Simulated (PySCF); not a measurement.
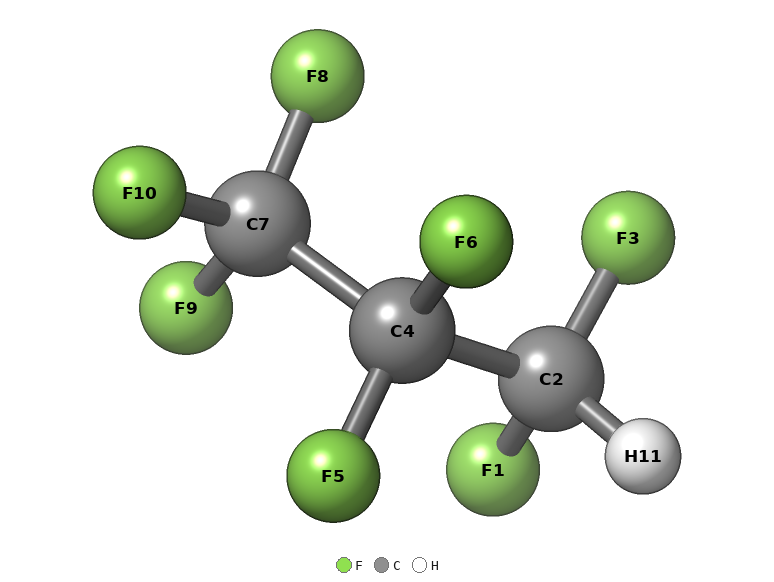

The geometry was computed by an optimisation with PBE0-D3(BJ)/def2-SVP. No frequency run is at hand to confirm it as a minimum. Method: B3LYP/pcJ-1 indirect spin-spin coupling, non-relativistic, gas phase (PySCF 2.14.0). Isotopes: 13C, 19F, 1H.

Give the spin–spin coupling constants of these pairs, with the number of bonds between them: F3/F5, F3/C7, F5/F8, F5/F9, F5/H11.

```csv
pair,bonds apart,J (Hz)
"F3, F5",3,−1.4
"F3, C7",3,−2.1
"F5, F8",3,19.2
"F5, F9",3,−16.1
"F5, H11",3,3.5
```

Density functionals are unreliable for couplings to fluorine, so those rows may be far off.
